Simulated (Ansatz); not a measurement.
**C2H6IIn: molecular dynamics (part 2 of 2)**

Continued. System: C2H6IIn, SMILES [CH3][In]([CH3])[I]. Method: RKS revPBE-d4/def2-SVP (Ansatz 0.2.0). The geometry comes from this level: PBE0-D4/def2-TZVP.

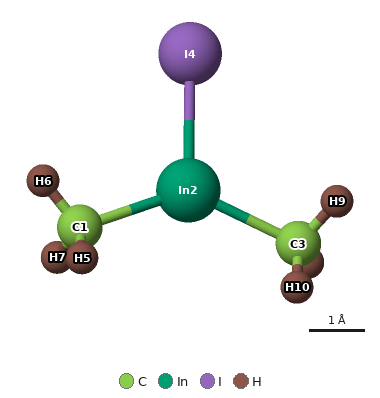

Figure 1. The geometry at step 21 of the log (ball-and-stick view, seen at a tilt; atoms are numbered from 1 in the order of the input).

Trajectory as extended XYZ, continued:
```
10
Properties=species:S:1:pos:R:3:forces:R:3 step=11 time_fs=11.0 energy=-15448.51296 temperature=254.1
C    -0.5835    1.8223   -0.6180    0.6236  -0.4524  -0.9566
In   -0.2821   -0.2596   -0.2243    0.4071  -0.2672   0.4389
C     1.0766   -1.4175    1.0304   -0.0202   0.2855  -0.0403
I    -2.0210   -1.8343   -1.5409   -0.3550  -0.3181  -0.2782
H     0.3429    2.3829   -0.5319    0.7036   0.3119   0.0227
H    -0.9949    1.9494   -1.6300   -0.2543   0.0753  -0.0701
H    -1.2388    2.1732    0.1446   -1.1835   0.5979   0.9290
H     0.6269   -1.7920    1.9558   -0.4376  -0.0228   0.3326
H     1.4172   -2.2892    0.4735    0.1838  -0.4819  -0.4377
H     1.9475   -0.8122    1.3070    0.3325   0.2717   0.0597
10
Properties=species:S:1:pos:R:3:forces:R:3 step=12 time_fs=12.0 energy=-15448.55641 temperature=264.4
C    -0.5807    1.8276   -0.6145    0.0405   0.0765  -0.8173
In   -0.2835   -0.2605   -0.2245    0.4293  -0.2296   0.4576
C     1.0782   -1.4194    1.0363    0.3364   0.4971  -0.3883
I    -2.0205   -1.8340   -1.5425   -0.3636  -0.3255  -0.2831
H     0.3692    2.3832   -0.5445    0.1249   0.0948  -0.0456
H    -1.0456    1.9544   -1.6279    0.1715   0.0182   0.5100
H    -1.2534    2.1832    0.1691   -0.4281   0.2969   0.2884
H     0.6233   -1.7849    1.9533   -0.4811  -0.1258   0.5633
H     1.4229   -2.2860    0.4682    0.0992  -0.4411  -0.3506
H     1.9634   -0.8123    1.2965    0.0710   0.1384   0.0655
10
Properties=species:S:1:pos:R:3:forces:R:3 step=13 time_fs=13.0 energy=-15448.54471 temperature=261.3
C    -0.5779    1.8330   -0.6119   -0.4684   0.5756  -0.4891
In   -0.2850   -0.2612   -0.2245    0.4503  -0.1913   0.4729
C     1.0800   -1.4216    1.0427    0.5591   0.4455  -0.6595
I    -2.0199   -1.8339   -1.5440   -0.3715  -0.3306  -0.2872
H     0.3956    2.3866   -0.5577   -0.4631  -0.1229  -0.0852
H    -1.0933    1.9594   -1.6208    0.5393  -0.0169   0.8756
H    -1.2721    2.1955    0.1951    0.3186  -0.0023  -0.3573
H     0.6125   -1.7783    1.9567   -0.3954  -0.1416   0.5665
H     1.4295   -2.2881    0.4610   -0.0464  -0.2545  -0.1506
H     1.9762   -0.8116    1.2831   -0.1225   0.0390   0.1140
10
Properties=species:S:1:pos:R:3:forces:R:3 step=14 time_fs=14.0 energy=-15448.49393 temperature=212.9
C    -0.5758    1.8386   -0.6100   -0.8616   0.8910  -0.0720
In   -0.2864   -0.2619   -0.2245    0.4682  -0.1446   0.4905
C     1.0822   -1.4238    1.0486    0.6920   0.3041  -0.7388
I    -2.0194   -1.8339   -1.5455   -0.3789  -0.3350  -0.2914
H     0.4160    2.3896   -0.5713   -0.8785  -0.2545  -0.0966
H    -1.1340    1.9635   -1.6053    0.7757  -0.0234   0.9612
H    -1.2900    2.2097    0.2181    0.9082  -0.2405  -0.8439
H     0.5975   -1.7731    1.9654   -0.1879  -0.0725   0.3471
H     1.4345   -2.2929    0.4525   -0.1946  -0.0296   0.0842
H     1.9894   -0.8087    1.2699   -0.3425  -0.0950   0.1596
10
Properties=species:S:1:pos:R:3:forces:R:3 step=15 time_fs=15.0 energy=-15448.44376 temperature=180.5
C    -0.5736    1.8446   -0.6081   -1.1442   0.9734   0.3144
In   -0.2875   -0.2627   -0.2248    0.4819  -0.0910   0.5077
C     1.0846   -1.4261    1.0535    0.6605   0.1023  -0.6778
I    -2.0189   -1.8336   -1.5474   -0.3848  -0.3380  -0.2952
H     0.4266    2.3905   -0.5840   -1.0352  -0.2688  -0.0933
H    -1.1657    1.9674   -1.5813    0.8734  -0.0114   0.8202
H    -1.3001    2.2233    0.2343    1.2645  -0.3855  -1.0898
H     0.5812   -1.7671    1.9786    0.0822   0.0270  -0.0115
H     1.4379   -2.2984    0.4429   -0.3222   0.1795   0.3204
H     1.9978   -0.8057    1.2593   -0.4761  -0.1874   0.2048
10
Properties=species:S:1:pos:R:3:forces:R:3 step=16 time_fs=16.0 energy=-15448.42837 temperature=189.9
C    -0.5710    1.8518   -0.6057   -1.3814   0.7965   0.6385
In   -0.2886   -0.2632   -0.2248    0.4964  -0.0337   0.5185
C     1.0878   -1.4284    1.0582    0.3815  -0.0783  -0.5114
I    -2.0183   -1.8333   -1.5495   -0.3881  -0.3387  -0.2969
H     0.4249    2.3887   -0.5969   -0.8699  -0.1389  -0.0808
H    -1.1889    1.9736   -1.5503    0.8304   0.0051   0.4923
H    -1.2987    2.2335    0.2416    1.3905  -0.4273  -1.0911
H     0.5649   -1.7604    1.9936    0.3588   0.1286  -0.3973
H     1.4381   -2.3014    0.4379   -0.3820   0.2602   0.4570
H     1.9989   -0.8041    1.2507   -0.4362  -0.1736   0.2710
10
Properties=species:S:1:pos:R:3:forces:R:3 step=17 time_fs=17.0 energy=-15448.44471 temperature=203.8
C    -0.5692    1.8596   -0.6033   -1.4916   0.3880   0.9066
In   -0.2898   -0.2637   -0.2245    0.5096   0.0278   0.5204
C     1.0910   -1.4306    1.0626   -0.0352  -0.1693  -0.3404
I    -2.0177   -1.8333   -1.5518   -0.3900  -0.3383  -0.2973
H     0.4135    2.3852   -0.6119   -0.4511   0.0989  -0.0681
H    -1.2054    1.9817   -1.5136    0.6255   0.0261  -0.0340
H    -1.2862    2.2389    0.2380    1.2954  -0.3563  -0.8315
H     0.5514   -1.7537    2.0056    0.5647   0.1990  -0.6699
H     1.4335   -2.3020    0.4393   -0.3644   0.2016   0.4662
H     1.9940   -0.8038    1.2432   -0.2629  -0.0774   0.3480
10
Properties=species:S:1:pos:R:3:forces:R:3 step=18 time_fs=18.0 energy=-15448.46163 temperature=231.8
C    -0.5692    1.8672   -0.6003   -1.3719  -0.1687   0.9351
In   -0.2912   -0.2643   -0.2239    0.5208   0.0924   0.5147
C     1.0936   -1.4327    1.0665   -0.4928  -0.1642  -0.2190
I    -2.0171   -1.8333   -1.5545   -0.3903  -0.3377  -0.2968
H     0.3979    2.3827   -0.6300    0.0628   0.3619  -0.0650
H    -1.2189    1.9907   -1.4778    0.3385   0.0386  -0.6062
H    -1.2640    2.2405    0.2245    0.9551  -0.1538  -0.2728
H     0.5419   -1.7470    2.0114    0.6632   0.2217  -0.7759
H     1.4252   -2.3003    0.4457   -0.2863   0.0262   0.3653
H     1.9856   -0.8057    1.2386    0.0006   0.0834   0.4205
10
Properties=species:S:1:pos:R:3:forces:R:3 step=19 time_fs=19.0 energy=-15448.45564 temperature=229.8
C    -0.5709    1.8738   -0.5961   -0.9586  -0.7504   0.5438
In   -0.2926   -0.2651   -0.2233    0.5363   0.1497   0.5118
C     1.0966   -1.4349    1.0702   -0.8454   0.0431  -0.1268
I    -2.0165   -1.8332   -1.5575   -0.3895  -0.3371  -0.2966
H     0.3831    2.3843   -0.6504    0.4807   0.5465  -0.0780
H    -1.2311    1.9989   -1.4499    0.0954   0.0325  -1.0165
H    -1.2338    2.2415    0.2076    0.3699   0.1767   0.5585
H     0.5380   -1.7401    2.0110    0.6484   0.2023  -0.7099
H     1.4150   -2.2969    0.4573   -0.1458  -0.2607   0.1564
H     1.9778   -0.8046    1.2380    0.2086   0.1974   0.4574
10
Properties=species:S:1:pos:R:3:forces:R:3 step=20 time_fs=20.0 energy=-15448.43694 temperature=183.9
C    -0.5732    1.8788   -0.5915   -0.3059  -1.1242  -0.1615
In   -0.2940   -0.2659   -0.2229    0.5591   0.1917   0.5144
C     1.0992   -1.4370    1.0741   -0.9115   0.3797  -0.1966
I    -2.0160   -1.8331   -1.5606   -0.3874  -0.3349  -0.2963
H     0.3742    2.3945   -0.6716    0.5638   0.5277  -0.0834
H    -1.2425    2.0059   -1.4333   -0.0137   0.0058  -1.1404
H    -1.2022    2.2449    0.1974   -0.2613   0.5351   1.4038
H     0.5400   -1.7307    2.0051    0.5011   0.1277  -0.4432
H     1.4032   -2.2980    0.4709   -0.0042  -0.4914  -0.0347
H     1.9737   -0.7994    1.2403    0.2599   0.1827   0.4377
10
Properties=species:S:1:pos:R:3:forces:R:3 step=21 time_fs=21.0 energy=-15448.43763 temperature=195.7
C    -0.5754    1.8829   -0.5869    0.2823  -1.1607  -0.8229
In   -0.2951   -0.2664   -0.2225    0.5832   0.2252   0.5194
C     1.1003   -1.4385    1.0788   -0.6542   0.6871  -0.5327
I    -2.0156   -1.8331   -1.5635   -0.3823  -0.3297  -0.2946
H     0.3717    2.4124   -0.6931    0.3380   0.3240  -0.0477
H    -1.2516    2.0133   -1.4275    0.0035  -0.0351  -0.9998
H    -1.1751    2.2531    0.2003   -0.6494   0.7616   1.8962
H     0.5469   -1.7197    1.9955    0.2125  -0.0007   0.0255
H     1.3900   -2.3063    0.4841    0.0884  -0.5257  -0.1069
H     1.9727   -0.7919    1.2473    0.1780   0.0540   0.3636
10
Properties=species:S:1:pos:R:3:forces:R:3 step=22 time_fs=22.0 energy=-15448.46460 temperature=201.2
C    -0.5774    1.8867   -0.5823    0.4542  -0.9171  -1.1619
In   -0.2960   -0.2669   -0.2223    0.6083   0.2544   0.5266
C     1.1013   -1.4390    1.0836   -0.2580   0.8988  -0.9500
I    -2.0153   -1.8329   -1.5666   -0.3750  -0.3228  -0.2915
H     0.3703    2.4322   -0.7128    0.0774   0.0852   0.0142
H    -1.2571    2.0208   -1.4317    0.1081  -0.0824  -0.6566
H    -1.1535    2.2673    0.2176   -0.6747   0.7529   1.8341
H     0.5552   -1.7091    1.9874   -0.1074  -0.1277   0.5184
H     1.3770   -2.3201    0.4973    0.1450  -0.3991  -0.0836
H     1.9741   -0.7829    1.2599    0.0222  -0.1423   0.2502
10
Properties=species:S:1:pos:R:3:forces:R:3 step=23 time_fs=23.0 energy=-15448.50697 temperature=220.6
C    -0.5785    1.8899   -0.5783    0.1574  -0.4534  -1.0308
In   -0.2968   -0.2673   -0.2220    0.6357   0.2774   0.5331
C     1.1023   -1.4383    1.0881    0.0900   0.8974  -1.2612
I    -2.0150   -1.8326   -1.5695   -0.3662  -0.3143  -0.2865
H     0.3666    2.4515   -0.7298   -0.0781  -0.1063   0.0814
H    -1.2586    2.0292   -1.4427    0.2367  -0.1312  -0.2157
H    -1.1380    2.2871    0.2483   -0.3605   0.4822   1.1980
H     0.5610   -1.7014    1.9855   -0.3169  -0.1915   0.8196
H     1.3674   -2.3382    0.5103    0.1513  -0.1183   0.0319
H     1.9777   -0.7747    1.2756   -0.1493  -0.3420   0.1302
10
Properties=species:S:1:pos:R:3:forces:R:3 step=24 time_fs=24.0 energy=-15448.53206 temperature=225.2
C    -0.5795    1.8930   -0.5755   -0.2707   0.0898  -0.6013
In   -0.2977   -0.2677   -0.2213    0.6544   0.3012   0.5339
C     1.1025   -1.4360    1.0920    0.2195   0.7313  -1.2830
I    -2.0148   -1.8324   -1.5725   -0.3559  -0.3048  -0.2799
H     0.3623    2.4686   -0.7454   -0.1818  -0.2623   0.1481
H    -1.2592    2.0381   -1.4547    0.3302  -0.1698   0.1968
H    -1.1255    2.3090    0.2886    0.0710   0.0867   0.2947
H     0.5645   -1.6986    1.9918   -0.3573  -0.1690   0.8223
H     1.3614   -2.3547    0.5240    0.1424   0.1645   0.1407
H     1.9797   -0.7694    1.2930   -0.2517  -0.4677   0.0277
10
Properties=species:S:1:pos:R:3:forces:R:3 step=25 time_fs=25.0 energy=-15448.52485 temperature=203.9
C    -0.5814    1.8965   -0.5733   -0.5187   0.5592  -0.1030
In   -0.2986   -0.2682   -0.2205    0.6618   0.3340   0.5333
C     1.1019   -1.4329    1.0945    0.0953   0.4756  -0.9648
I    -2.0148   -1.8322   -1.5752   -0.3453  -0.2955  -0.2733
H     0.3580    2.4842   -0.7588   -0.2774  -0.4059   0.2100
H    -1.2582    2.0452   -1.4634    0.3348  -0.1834   0.4741
H    -1.1132    2.3306    0.3302    0.4066  -0.2776  -0.5367
H     0.5675   -1.6991    2.0072   -0.2397  -0.0680   0.5226
H     1.3577   -2.3677    0.5387    0.1402   0.3639   0.1964
H     1.9785   -0.7678    1.3111   -0.2574  -0.5023  -0.0587
10
Properties=species:S:1:pos:R:3:forces:R:3 step=26 time_fs=26.0 energy=-15448.49843 temperature=178.6
C    -0.5841    1.9004   -0.5713   -0.5611   0.8250   0.3115
In   -0.2993   -0.2687   -0.2196    0.6655   0.3715   0.5379
C     1.1012   -1.4296    1.0961   -0.1465   0.1552  -0.5257
I    -2.0148   -1.8319   -1.5777   -0.3334  -0.2855  -0.2663
H     0.3504    2.4974   -0.7693   -0.2801  -0.4943   0.2403
H    -1.2551    2.0488   -1.4666    0.2385  -0.1675   0.5847
H    -1.0968    2.3508    0.3642    0.5454  -0.5266  -1.0888
H     0.5722   -1.7019    2.0269   -0.0864   0.0535   0.1115
H     1.3573   -2.3779    0.5536    0.1306   0.5145   0.2244
H     1.9751   -0.7714    1.3309   -0.1725  -0.4459  -0.1295
10
Properties=species:S:1:pos:R:3:forces:R:3 step=27 time_fs=27.0 energy=-15448.47904 temperature=164.4
C    -0.5878    1.9048   -0.5693   -0.4420   0.8508   0.6295
In   -0.2999   -0.2690   -0.2184    0.6666   0.4103   0.5386
C     1.1000   -1.4264    1.0976   -0.4011  -0.1169  -0.0833
I    -2.0149   -1.8318   -1.5801   -0.3192  -0.2739  -0.2572
H     0.3390    2.5063   -0.7774   -0.1634  -0.5055   0.2280
H    -1.2510    2.0487   -1.4635    0.0433  -0.1237   0.5236
H    -1.0745    2.3657    0.3863    0.5019  -0.6390  -1.3298
H     0.5770   -1.7042    2.0469    0.0395   0.1563  -0.2805
H     1.3597   -2.3833    0.5682    0.1190   0.5743   0.2127
H     1.9710   -0.7788    1.3511   -0.0447  -0.3325  -0.1816
10
Properties=species:S:1:pos:R:3:forces:R:3 step=28 time_fs=28.0 energy=-15448.47569 temperature=175.3
C    -0.5928    1.9095   -0.5673   -0.1299   0.6939   0.8279
In   -0.3003   -0.2692   -0.2169    0.6614   0.4487   0.5300
C     1.0985   -1.4239    1.0991   -0.6531  -0.2176   0.3741
I    -2.0149   -1.8317   -1.5827   -0.3034  -0.2617  -0.2469
H     0.3266    2.5115   -0.7835    0.0031  -0.4828   0.1853
H    -1.2460    2.0479   -1.4552   -0.2394  -0.0640   0.3122
H    -1.0460    2.3746    0.3950    0.3051  -0.6164  -1.2672
H     0.5794   -1.7042    2.0658    0.1420   0.2365  -0.6262
H     1.3629   -2.3824    0.5844    0.1326   0.4715   0.1253
H     1.9663   -0.7868    1.3694    0.0816  -0.2082  -0.2145
10
Properties=species:S:1:pos:R:3:forces:R:3 step=29 time_fs=29.0 energy=-15448.47984 temperature=195.6
C    -0.5975    1.9151   -0.5646    0.2572   0.3172   0.8018
In   -0.3005   -0.2695   -0.2153    0.6488   0.4958   0.5126
C     1.0965   -1.4218    1.1002   -0.9005  -0.1044   0.8096
I    -2.0148   -1.8317   -1.5855   -0.2872  -0.2496  -0.2362
H     0.3142    2.5122   -0.7865    0.2543  -0.3982   0.0989
H    -1.2418    2.0481   -1.4436   -0.5438  -0.0021   0.0251
H    -1.0133    2.3783    0.3898   -0.0264  -0.4407  -0.8581
H     0.5799   -1.7029    2.0793    0.1880   0.2806  -0.8602
H     1.3658   -2.3744    0.6018    0.1949   0.1721  -0.0584
H     1.9603   -0.7955    1.3880    0.2147  -0.0707  -0.2350
10
Properties=species:S:1:pos:R:3:forces:R:3 step=30 time_fs=30.0 energy=-15448.46994 temperature=203.8
C    -0.6012    1.9216   -0.5608    0.6271  -0.2702   0.4331
In   -0.3007   -0.2699   -0.2136    0.6302   0.5521   0.4897
C     1.0936   -1.4198    1.1013   -1.0237   0.2063   1.1260
I    -2.0144   -1.8317   -1.5886   -0.2716  -0.2385  -0.2258
H     0.3038    2.5084   -0.7868    0.5556  -0.2592  -0.0179
H    -1.2414    2.0497   -1.4297   -0.7898   0.0479  -0.2499
H    -0.9828    2.3769    0.3741   -0.4456  -0.0971  -0.0881
H     0.5813   -1.6997    2.0847    0.1375   0.2642  -0.9084
H     1.3696   -2.3613    0.6177    0.2859  -0.2478  -0.2918
H     1.9551   -0.8045    1.4078    0.2943   0.0421  -0.2668
```

This output came from the following input.

The input:
```yaml
crystal:
  periodic: [false, false, false]
  atoms:
    - {symbol: C, position_ang: [-0.587474, 1.811348, -0.653023]}
    - {symbol: In, position_ang: [-0.265711, -0.259185, -0.220933]}
    - {symbol: C, position_ang: [1.073365, -1.406116, 0.990946]}
    - {symbol: I, position_ang: [-2.029850, -1.840449, -1.526763]}
    - {symbol: H, position_ang: [0.261594, 2.422621, -0.347810]}
    - {symbol: H, position_ang: [-0.763206, 1.926955, -1.722522]}
    - {symbol: H, position_ang: [-1.479585, 2.144717, -0.119682]}
    - {symbol: H, position_ang: [0.525224, -1.782156, 1.856617]}
    - {symbol: H, position_ang: [1.429842, -2.259263, 0.413599]}
    - {symbol: H, position_ang: [1.919002, -0.809572, 1.332571]}
basis:
  gaussian: {orbitals: def2-SVP}
hamiltonian: {xc: {name: revPBE}, dispersion: d4}
md: {timestep: 1 fs, n_steps: 30, ensemble: nvt_langevin, temperature: 300, initial_velocities: maxwell_boltzmann, friction: 0.01, seed: 556}
```

Run as:
```bash
ansatz run in.yaml --threads 4 --pin off --events-out ev --progress --plain --max-ram 10444MiB
```

Results in brief:

| quantity | value |
| --- | --- |
| outcome | finished |
| mean temperature over the second half | 199 K |
| trajectory | 30 steps, 30 fs |
| ensemble | nvt_langevin |
| temperature in the input | 300 K |
| time step | 1 fs |
| potential energy (last step) | −15448.4700 eV |
| mean-field energy (last step) | −15447.9991 eV |
| dispersion energy (last step) | −0.4708 eV |
| SCF solution under orbital rotations (last step) | stable |
| largest force (length of the vector) (last step) | 1.536 eV/Å |
| dipole moment (last step) | 2.98 D |
| hardware | 4 threads of AMD EPYC, 23 GiB of memory available, shared host |
| wall time | 29 s (CPU time 1.7 min) |
| peak memory | 0.18 GiB |

So short a trajectory is not equilibrated. The logged temperature at the start can lie below the typed one, since it is counted over all degrees of freedom. The temperature stays far from the 300 K of the thermostat over the second half: the run isn't equilibrated.
